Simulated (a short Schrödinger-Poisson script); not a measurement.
Stack: MOS inversion layer, SiO2 on p-type Si(110), at 300 K.

```csv
layer,material,thickness (nm),Na (cm⁻³)
1,SiO2,2.1,-
2,Si,600,5.2e17
```

The device is made up for the run: typed textbook-type constants, with dimensions and the other settings drawn at random. SiO2: permittivity 3.9, conduction-band edge (eV) 3.15, gap (eV) 9, electron mass (mₑ) 0.5. Si: permittivity 11.7, conduction-band edge (eV) 0, gap (eV) 1.124, Nv at 300 K (cm⁻³) 3.1e19.

Channel valleys (confinement mass, in-plane density-of-states mass, number): Δ4 0.315, 0.324, 4; Δ2 0.19, 0.417, 2. At the gate the conduction-band edge of layer 1 lies 3.46 eV − eVg above the Fermi level of the channel; the field vanishes at the back. Gaps are held at their typed values at every temperature. Mesh 0.03 nm at interfaces.

From a short Schrödinger-Poisson script (our own, NumPy): 1D Poisson equation in equilibrium, electrons quantum, Hartree (BenDaniel-Duke, 12 states a valley, the channel's in-plane mass for all, wave functions free to enter the dielectric), parabolic valleys, classical holes, full ionisation, no traps, pinning or gate leakage.

Only gate voltages with over 1e8 electrons/cm² are shown.

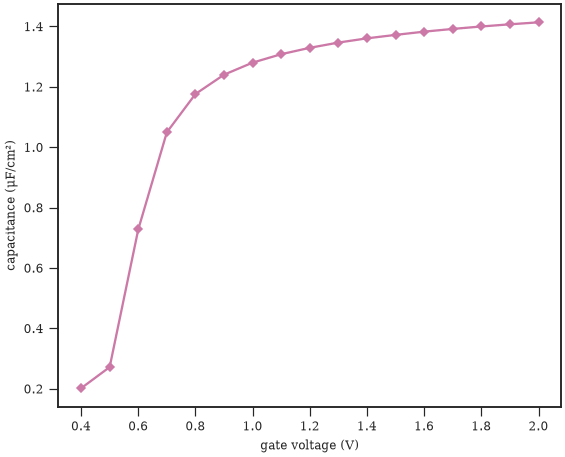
Figure: Quasi-static capacitance against gate voltage

| Vg (V) | electrons (cm⁻²) | C (μF/cm²) | Δ4 E0 (meV) | Δ4 E1 (meV) | Δ2 E0 (meV) | Δ2 E1 (meV) |
|---|---|---|---|---|---|---|
| 0.4 | 8.22e8 | 0.202 | 260.0 | 350.8 | 277.1 | 383.8 |
| 0.6 | 2.29e11 | 0.728 | 113.8 | 211.5 | 132.1 | 246.6 |
| 0.8 | 1.45e12 | 1.18 | 64.9 | 169.9 | 84.8 | 206.0 |
| 1 | 2.98e12 | 1.28 | 44.9 | 156.7 | 66.3 | 193.3 |
| 1.2 | 4.61e12 | 1.33 | 32.1 | 150.4 | 55.1 | 187.4 |
| 1.4 | 6.29e12 | 1.36 | 22.6 | 146.9 | 47.0 | 184.2 |
| 1.6 | 8.00e12 | 1.38 | 14.9 | 144.9 | 40.5 | 182.4 |
| 1.8 | 9.74e12 | 1.40 | 8.4 | 143.8 | 35.1 | 181.3 |
| 2 | 1.15e13 | 1.41 | 2.6 | 143.1 | 30.4 | 180.8 |

Subbands count from the Fermi level.
